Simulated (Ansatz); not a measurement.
A series of calculations on BNH6S

**1. Relaxation**

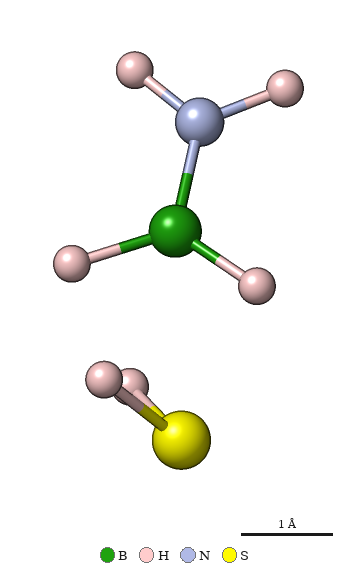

Starting structure of BNH$_{6}$S. A ball-and-stick model, seen from a free direction.

The run prepares an end point of a later path (reaction) calculation, from a guessed geometry.

The calculation used RKS PBE/def2-SVP in Ansatz.

The input:
```yaml
crystal:
  periodic: [false, false, false]
  atoms:
    - { symbol: B, position_ang: [0.045571, -0.145628, -0.142521] }
    - { symbol: H, position_ang: [-0.057733, -0.648601, 0.946539] }
    - { symbol: "N", position_ang: [1.285607, -0.177306, -0.784331] }
    - { symbol: H, position_ang: [2.130407, -0.560223, -0.359436] }
    - { symbol: H, position_ang: [1.439152, 0.217435, -1.71317] }
    - { symbol: H, position_ang: [-0.924117, 0.291364, -0.728547] }
    - { symbol: S, position_ang: [-0.176239, 2.448106, 1.535257] }
    - { symbol: H, position_ang: [1.094295, 2.571252, 2.009228] }
    - { symbol: H, position_ang: [-0.132344, 1.068799, 1.660082] }
basis:
  gaussian: { orbitals: def2-SVP }
hamiltonian:
  xc: pbe
relax:
  f_tol: 0.03
  max_steps: 50
output:
  orbitals: {}
```

Launched with:
```bash
ansatz run input.yaml --threads 1 --pin off --max-ram 2048MiB --backend cpu --events-out ev --progress --plain --runs-dir out
```

What does the optimiser find from here?

Answer. The energy falls by 8.67 kJ/mol in 27 accepted moves (31 points after the start). Largest force component: 0.56 eV/Å at the start, 0.026 eV/Å at the end. The line search rejected the trial steps at points 3, 8, 20, 22 of the run. The forces were under the threshold at step 13, but the run went on from there. The largest move after the best rigid fit is that of H9, 1.33 Å. Largest moves by element: H 1.33 Å, S 0.59 Å, B 0.26 Å, N 0.24 Å. Near-neighbour distances that change, for instance: S7–H9 1.386 → 1.361 Å, B1–H2 1.204 → 1.218 Å, B1–H6 1.214 → 1.219 Å.

The structure at the end:

```xyz
9

B     0.2654   -0.2712   -0.0748
H     0.4322   -0.6601    1.0678
N     1.3315   -0.3185   -0.9724
H     2.2674   -0.6360   -0.7173
H     1.2624   -0.0031   -1.9408
H    -0.8174    0.1284   -0.4659
S     0.1913    2.8676    1.7356
H     0.6188    1.8393    2.5184
H    -0.8471    2.1187    1.2726
```

The end point in the same view:

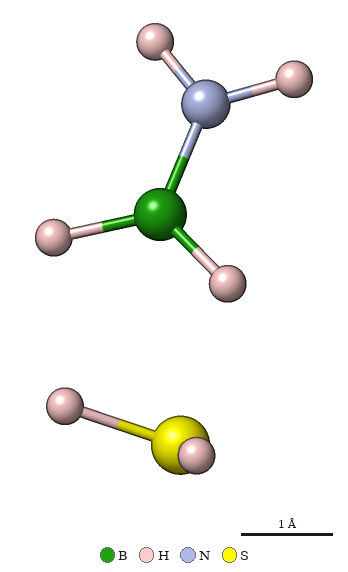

**2. Relaxation**

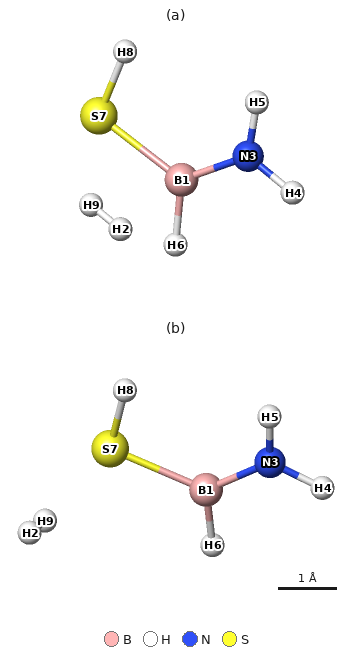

The structure of BNH$_{6}$S before (top) and after (bottom) a relaxation, at one scale.

Style: ball-and-stick. Shown at a tilt.

The run prepares an end point of a later path (reaction) calculation, from a guessed geometry.

All numbers below come from RKS PBE/def2-SVP (Ansatz).

Input file:
```yaml
crystal:
  periodic: [false, false, false]
  atoms:
    - { symbol: B, position_ang: [0.051913, 0.613103, -0.225824] }
    - { symbol: H, position_ang: [0.023853, -0.564842, 1.866431] }
    - { symbol: "N", position_ang: [1.31316, 0.142479, -0.612089] }
    - { symbol: H, position_ang: [1.434282, -0.753151, -1.08334] }
    - { symbol: H, position_ang: [2.188622, 0.635797, -0.439564] }
    - { symbol: H, position_ang: [-0.95017, -0.023693, -0.475612] }
    - { symbol: S, position_ang: [-0.256783, 2.26039, 0.596598] }
    - { symbol: H, position_ang: [1.046075, 2.647314, 0.730194] }
    - { symbol: H, position_ang: [-0.146351, 0.107803, 2.066308] }
basis:
  gaussian: { orbitals: def2-SVP }
hamiltonian:
  xc: pbe
relax:
  f_tol: 0.03
  max_steps: 50
output:
  orbitals: {}
```

Run as
```bash
ansatz run input.yaml --threads 1 --pin off --max-ram 2048MiB --backend cpu --events-out ev --progress --plain --runs-dir out
```

Summarise the run.

Answer. After 19 accepted moves (20 points after the start) the energy has fallen by 26.0 kJ/mol. The largest force component goes from 1.9 to 0.023 eV/Å. The line search rejected the trial step at point 7 of the run. The largest move after the best rigid fit is that of H2, 1.87 Å. Largest moves by element: H 1.87 Å, B 0.56 Å, N 0.51 Å, S 0.41 Å. Near-neighbour distances that change, for instance: H2–H9 0.722 → 0.771 Å, B1–S7 1.867 → 1.824 Å.

Limits of the set-up: the start holds two separate molecules, 2.4 Å apart at their closest, whose relative position is a soft coordinate and is computed without a dispersion correction.

**3. Path**

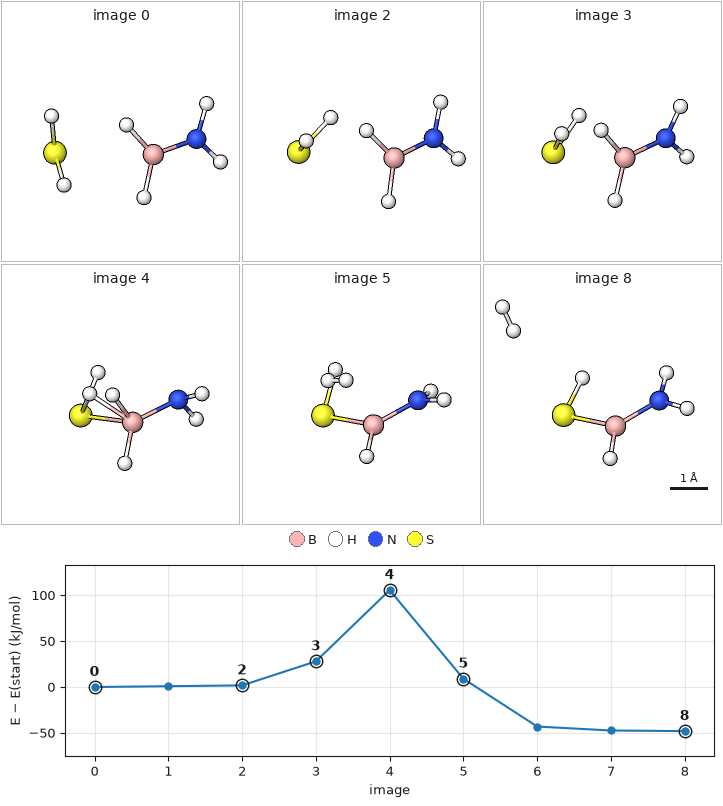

A search for the minimum-energy path of BNH6S, made up at the start of BNH4 and H$_{2}$S by the nudged elastic band. Images are numbered from 0 (start) to 8 (end). A ball-and-stick model, seen at a tilt.

Level of theory: RKS PBE/def2-SVP in Ansatz 0.2.0. Settings: 7 movable images; climbing image; force threshold 0.03 eV/Å; iteration limit 60; starting path through a guess of the saddle point.

> Read off the barrier and say what moves.

Breaking: B–H (1.22 → 4.58 Å), H–S (1.36 → 3.05 Å). Forming: B–S (3.62 → 1.82 Å), H–H (3.07 → 0.77 Å). The highest point, image 4, lies 105.6 kJ/mol above the start and 153.6 kJ/mol above the end; the end is at −48.0 kJ/mol relative to the start. The band is converged.

Limits of the set-up: the start holds two separate molecules, 2.6 Å apart at their closest, whose relative position is a soft coordinate and is computed without a dispersion correction.
